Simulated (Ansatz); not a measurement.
# SiHO (sextet): correlated methods under varied settings

Aim: run SiHO (sextet) at one geometry under a spread of methods and options, and see what each costs and gives.

Program: Ansatz 0.2.0, Gaussian basis. Level of theory: the settings change from run to run. These are calculated values, not measurements.

35 further runs of the same task are left out: 9 for a known fault of the program, 10 that didn't finish, 16 set aside as unsound or not needed.

## 1. What is computed

The geometry is a PBE0/def2-TZVP stationary point (not a proven minimum) of the parent state, kept for this charge and spin.

3 atoms, charge 0, spin multiplicity 6.

Atoms are counted from 1 here; the program's logs count them from 0.

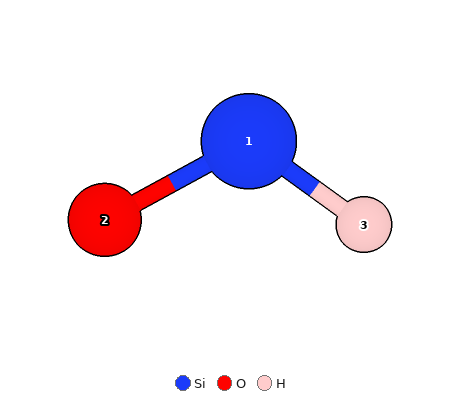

The structure; silicon blue, oxygen red, hydrogen pink; atoms are numbered from 1 in the order of the file.

Geometry (Å):

```xyz
3

Si    0.00000   -0.09444    0.59215
O     0.00000    0.09147   -1.12620
H     0.00000    1.17949    1.37677
```

## 2. NEVPT2(13,9)/cc-pVDZ

The input, in.yaml:

```yaml
crystal:
  periodic: [false, false, false]
  atoms:
    - {symbol: Si, position_ang: [0.000000, -0.094440, 0.592147]}
    - {symbol: O, position_ang: [0.000000, 0.091474, -1.126196]}
    - {symbol: H, position_ang: [0.000000, 1.179495, 1.376770]}
basis:
  gaussian: {orbitals: cc-pVDZ}
magnetization: {spin_polarized: false, initial_magnetization: 5}
correlation: {method: sc_nevpt2, electrons: all, active_space: {window: {electrons: 13, orbitals: 9}}}
accuracy: high
```

Command:

```console
ansatz run in.yaml --threads 1 --pin off --events-out ev --progress --plain --max-ram 2393MiB
```

Log:

```text
Functional definition: HF
  name "HF"
  cite "Fock, Z. Phys. 61, 126 (1930) doi:10.1007/BF01340294"
  parent pbe
  exchange = exact_x
  correlation = 0
722 factors; integrals over basis functions are off by at most 3.9e-9 eV
mean field evaluation 1: about -9903.2883 eV, gradient 1.8e1 eV
mean field evaluation 2: about -9903.3455 eV, gradient 1.8e1 eV
mean field evaluation 4: about -9905.3690 eV, gradient 3.6e0 eV
mean field evaluation 8: about -9905.5493 eV, gradient 1.1e0 eV
mean field evaluation 16: about -9905.6082 eV, gradient 2.1e-5 eV
mean field evaluation 32: about -9905.6034 eV, gradient 6.8e-1 eV
mean field evaluation 64: about -9902.9134 eV, gradient 8.6e0 eV
mean field evaluation 96: about -9904.1482 eV, gradient 1.0e0 eV
mean field evaluation 128: about -9904.7425 eV, gradient 4.2e0 eV
mean field evaluation 160: about -9905.6082 eV, gradient 3.9e-8 eV
mean field -9905.60819457 eV, -364.0243868882 hartree, gradient 3.9e-8 eV, S^2 8.750000; 8 other end points of the search recorded, 0 dependent functions left out
reference -9905.60819457 eV, -364.0243868882 hartree; 14, 9 occupied and 23, 28 virtual orbitals, 722 factors
state -9905.62080886 eV, -364.0248504545 hartree
state -9905.62080886 eV, -364.0248504545 hartree; corrected -9909.93780076 eV, -364.1834969809 hartree
WARN: 1 active orbitals are nearly empty or full. The corrections depend on them more than the energy does, and are more stable in an active space without them
Total energy: -9909.93780076 eV, -364.1834969809 hartree
```

Run time: 2.9 s. Hardware: 1 thread of AMD EPYC 9R45, shared host.

From the report: 66 determinants; active occupations 2.00, 2.00, 2.00, 2.00, 1.00, 1.00, 1.00, 1.00, 1.00. The report marks this result as in doubt.

## 3. CCSD on UHF/def2-mTZVP

The input, in.yaml:

```yaml
crystal:
  periodic: [false, false, false]
  atoms:
    - {symbol: Si, position_ang: [0.000000, -0.094440, 0.592147]}
    - {symbol: O, position_ang: [0.000000, 0.091474, -1.126196]}
    - {symbol: H, position_ang: [0.000000, 1.179495, 1.376770]}
basis:
  gaussian: {orbitals: def2-mTZVP}
magnetization: {spin_polarized: true, initial_magnetization: 5}
correlation: {method: ccsd, electrons: outside_noble_gas, diis_vectors: 2}
```

Same command.

Log, cut to the lines that bear on the results:

```text
Functional definition: HF
  name "HF"
  cite "Fock, Z. Phys. 61, 126 (1930) doi:10.1007/BF01340294"
  parent pbe
[...]
428 factors; integrals over basis functions are off by at most 1.1e-3 eV
[...]
mean field -9906.77780225 eV, -364.0673691777 hartree, gradient 2.2e-6 eV, S^2 8.761335; 8 other end points of the search recorded, 0 dependent functions left out
determinant -9906.77780225 eV, -364.0673691777 hartree, with singles and doubles -9912.01052122 eV, -364.2596680529 hartree
determinant -9905.14705912 eV, -364.0074404728 hartree, with singles and doubles -9910.93718586 eV, -364.2202237060 hartree
determinant -9905.10457625 eV, -364.0058792561 hartree, with singles and doubles -9910.90840701 eV, -364.2191661026 hartree
determinant -9904.68767808 eV, -363.9905585310 hartree, with singles and doubles -9909.82903688 eV, -364.1794999818 hartree
determinant -9903.54374620 eV, -363.9485198096 hartree, with singles and doubles -9909.45221110 eV, -364.1656518900 hartree
6 core orbitals not correlated: weight in the atoms' cores, before any rotation towards them, 1.000 or more for the frozen orbitals, at most 0.000 for the correlated occupied ones
reference -9906.77780225 eV, -364.0673691777 hartree; 8, 3 occupied and 35, 40 virtual orbitals, 428 factors
second order -4.38464538 eV of doubles, -0.00000000 eV of singles
cycle   1  -5.23339624 eV  change   -6.8e-4 eV  update   4.8e-3
[...]
cycle  14  -5.24408361 eV  change   -5.2e-6 eV  update   6.8e-6
Total energy: -9912.02188586 eV, -364.2600856957 hartree
```

It took 2.5 s on 1 thread of AMD EPYC 9R45, shared host.

From the report: ⟨S²⟩ of the determinant 8.761 (pure sextet: 8.75); correlation -5.2441 eV; T1 0.031; largest double amplitude 0.05.

## 4. HF/cc-pVDZ

in.yaml: that of step 3 with these lines changed.

```diff
@@ -7,4 +7,6 @@
 basis:
-  gaussian: {orbitals: def2-mTZVP}
+  gaussian: {orbitals: cc-pVDZ}
 magnetization: {spin_polarized: true, initial_magnetization: 5}
-correlation: {method: ccsd, electrons: outside_noble_gas, diis_vectors: 2}
+hamiltonian: {xc: hf}
+accuracy: high
+output: {orbitals: {seedname: orbitals}}
```

Launched as before.

Log:

```text
Functional definition: HF
  name "HF"
  cite "Fock, Z. Phys. 61, 126 (1930) doi:10.1007/BF01340294"
  parent pbe
  exchange = exact_x
  correlation = 0
722 factors; integrals over basis functions are off by at most 3.9e-9 eV
mean field evaluation 1: about -9902.7801 eV, gradient 1.8e1 eV
mean field evaluation 2: about -9902.8479 eV, gradient 1.8e1 eV
mean field evaluation 4: about -9905.5772 eV, gradient 2.9e0 eV
mean field evaluation 8: about -9905.7805 eV, gradient 4.6e-1 eV
mean field evaluation 16: about -9905.8108 eV, gradient 2.2e-8 eV
mean field evaluation 32: about -9905.8051 eV, gradient 3.4e-1 eV
mean field evaluation 64: about -9903.6241 eV, gradient 2.2e0 eV
mean field evaluation 96: about -9904.1552 eV, gradient 1.0e0 eV
mean field -9905.81079888 eV, -364.0318324592 hartree, gradient 1.9e-8 eV, S^2 8.759902; 0 other end points of the search recorded, 0 dependent functions left out
reference -9905.81079888 eV, -364.0318324592 hartree; 14, 9 occupied and 23, 28 virtual orbitals, 722 factors
Total energy: -9905.81079888 eV, -364.0318324592 hartree
```

It took 0.36 s on 1 thread of AMD EPYC 9R45, shared host.

From the report: ⟨S²⟩ of the determinant 8.760 (pure sextet: 8.75).

## 5. NEVPT2(7,6)/cc-pVDZ

The input, in.yaml:

```yaml
crystal:
  periodic: [false, false, false]
  atoms:
    - {symbol: Si, position_ang: [0.000000, -0.094440, 0.592147]}
    - {symbol: O, position_ang: [0.000000, 0.091474, -1.126196]}
    - {symbol: H, position_ang: [0.000000, 1.179495, 1.376770]}
basis:
  gaussian: {orbitals: cc-pVDZ}
magnetization: {spin_polarized: false, initial_magnetization: 5}
correlation: {method: sc_nevpt2, electrons: all, active_space: {window: {electrons: 7, orbitals: 6}, states: [{multiplicity: 6, weights: [0.5, 0.5, 0.5]}]}}
```

The command is unchanged.

Log, cut to the lines that bear on the results:

```text
Functional definition: HF
  name "HF"
  cite "Fock, Z. Phys. 61, 126 (1930) doi:10.1007/BF01340294"
  parent pbe
[...]
652 factors; integrals over basis functions are off by at most 1.6e-7 eV
[...]
mean field -9905.60819451 eV, -364.0243868859 hartree, gradient 1.5e-6 eV, S^2 8.750000; 8 other end points of the search recorded, 0 dependent functions left out
reference -9905.60819451 eV, -364.0243868859 hartree; 14, 9 occupied and 23, 28 virtual orbitals, 652 factors
state -9905.50143162 eV, -364.0204634222 hartree
state -9903.98933088 eV, -363.9648947448 hartree
state -9903.95227633 eV, -363.9635330152 hartree
state -9905.50143162 eV, -364.0204634222 hartree; corrected -9910.25885300 eV, -364.1952954331 hartree
state -9903.98933088 eV, -363.9648947448 hartree; corrected -9908.84225110 eV, -364.1432362735 hartree
state -9903.95227633 eV, -363.9635330152 hartree; corrected -9908.83744884 eV, -364.1430597937 hartree
Total energy: -9909.31285098 eV, -364.1605305001 hartree
```

Wall time 0.99 s (1 thread of AMD EPYC 9R45, shared host).

From the report: 4 determinants; active occupations (of the averaged states) 1.33, 1.33, 1.33, 1.00, 1.00, 1.00.

## 6. BCCD on ROHF/cc-pVDZ

in.yaml: that of step 5 with these lines changed.

```diff
@@ -9,2 +9,3 @@
 magnetization: {spin_polarized: false, initial_magnetization: 5}
-correlation: {method: sc_nevpt2, electrons: all, active_space: {window: {electrons: 7, orbitals: 6}, states: [{multiplicity: 6, weights: [0.5, 0.5, 0.5]}]}}
+correlation: {method: bccd, electrons: valence}
+accuracy: high
```

Same command.

Log, cut to the lines that bear on the results:

```text
Functional definition: HF
  name "HF"
  cite "Fock, Z. Phys. 61, 126 (1930) doi:10.1007/BF01340294"
  parent pbe
[...]
722 factors; integrals over basis functions are off by at most 3.9e-9 eV
[...]
mean field -9905.60819457 eV, -364.0243868882 hartree, gradient 3.9e-8 eV, S^2 8.750000; 11 other end points of the search recorded, 0 dependent functions left out
[...]
determinant -9905.60819457 eV, -364.0243868882 hartree, with singles and doubles -9911.06675483 eV, -364.2249852776 hartree
determinant -9904.05495145 eV, -363.9673062562 hartree, with singles and doubles -9909.94470677 eV, -364.1837507721 hartree
determinant -9904.01475126 eV, -363.9658289266 hartree, with singles and doubles -9909.90931302 eV, -364.1824500757 hartree
determinant -9902.16587287 eV, -363.8978838990 hartree, with singles and doubles -9908.26259384 eV, -364.1219342619 hartree
determinant -9902.15498100 eV, -363.8974836302 hartree, with singles and doubles -9908.35064921 eV, -364.1251702372 hartree
determinant -9899.34467688 eV, -363.7942068583 hartree, with singles and doubles -9905.43202071 eV, -364.0179126180 hartree
6 core orbitals not correlated: weight in the atoms' cores, before any rotation towards them, 1.000 or more for the frozen orbitals, at most 0.000 for the correlated occupied ones
reference -9905.60819457 eV, -364.0243868882 hartree; 8, 3 occupied and 23, 28 virtual orbitals, 722 factors
second order -4.46791661 eV of doubles, -0.14132095 eV of singles
cycle   1  -5.45850226 eV  change    5.8e-5 eV  update   7.1e-3
[...]
cycle  27  -5.46044470 eV  change   2.0e-10 eV  update   1.4e-9
Total energy: -9911.06863927 eV, -364.2250545296 hartree
```

Run time: 2.5 s. Hardware: 1 thread of AMD EPYC 9R45, shared host.

From the report: correlation -5.4604 eV; largest double amplitude 0.05.

## 7. CASSCF(5,9)/cc-pVDZ

in.yaml: that of step 6 with these lines changed.

```diff
@@ -9,3 +9,2 @@
 magnetization: {spin_polarized: false, initial_magnetization: 5}
-correlation: {method: bccd, electrons: valence}
-accuracy: high
+correlation: {active_space: {window: {electrons: 5, orbitals: 9}}}
```

Same command.

Log:

```text
Functional definition: HF
  name "HF"
  cite "Fock, Z. Phys. 61, 126 (1930) doi:10.1007/BF01340294"
  parent pbe
  exchange = exact_x
  correlation = 0
357 factors; integrals over basis functions are off by at most 1.0e-3 eV
mean field evaluation 1: about -9903.2846 eV, gradient 1.8e1 eV
mean field evaluation 2: about -9903.3452 eV, gradient 1.8e1 eV
mean field evaluation 4: about -9905.3671 eV, gradient 3.6e0 eV
mean field evaluation 8: about -9905.5493 eV, gradient 1.1e0 eV
mean field evaluation 16: about -9905.6081 eV, gradient 2.1e-5 eV
mean field evaluation 32: about -9905.6081 eV, gradient 3.4e-6 eV
mean field evaluation 64: about -9904.0146 eV, gradient 2.2e-6 eV
mean field evaluation 96: about -9899.3927 eV, gradient 7.1e-1 eV
mean field evaluation 128: about -9902.7945 eV, gradient 1.3e1 eV
mean field -9905.60808303 eV, -364.0243827891 hartree, gradient 1.4e-6 eV, S^2 8.750000; 10 other end points of the search recorded, 0 dependent functions left out
reference -9905.60808303 eV, -364.0243827891 hartree; 14, 9 occupied and 23, 28 virtual orbitals, 357 factors
state -9905.82069657 eV, -364.0321961924 hartree
Total energy: -9905.82069657 eV, -364.0321961924 hartree
```

It took 3.4 s on 1 thread of AMD EPYC 9R45, shared host.

From the report: 126 determinants; active occupations 1.00, 1.00, 1.00, 1.00, 1.00, 0.00, 0.00, 0.00, 0.00.

## 8. All runs side by side

Where basis and cores are those of an earlier UCCSDT(Q)/cc-pVDZ run (-9911.2125 eV), and the state is the same kind, the miss against it is given. † marks a result that the program doubts.

```csv
level,correlated,functions,energy (eV),from UCCSDT(Q) (meV),time
"NEVPT2(13,9)/cc-pVDZ †",all,37,-9909.9378,,2.9 s
CCSD on UHF/def2-mTZVP,outside noble gas,49,-9912.0219,,2.5 s
HF/cc-pVDZ,,37,-9905.8108,5401.7,0.36 s
"NEVPT2(7,6)/cc-pVDZ (mean of several states)",all,37,-9909.3129,,0.99 s
BCCD on ROHF/cc-pVDZ,valence,37,-9911.0686,143.9,2.5 s
"CASSCF(5,9)/cc-pVDZ",,37,-9905.8207,5391.8,3.4 s
```

## 9. Outcome

| quantity | value |
| --- | --- |
| runs | 6 |
| quickest | HF/cc-pVDZ, 0.36 s |
| slowest | CASSCF(5,9)/cc-pVDZ, 3.4 s |

In words: Total energies in different bases, with other cores or another treatment of relativity can't be set against each other. CASSCF(5,9)/cc-pVDZ took 9 times as long as HF/cc-pVDZ; the jobs differ in more than the method. Hartree-Fock, CASSCF and CASCI lack dynamic correlation by design.
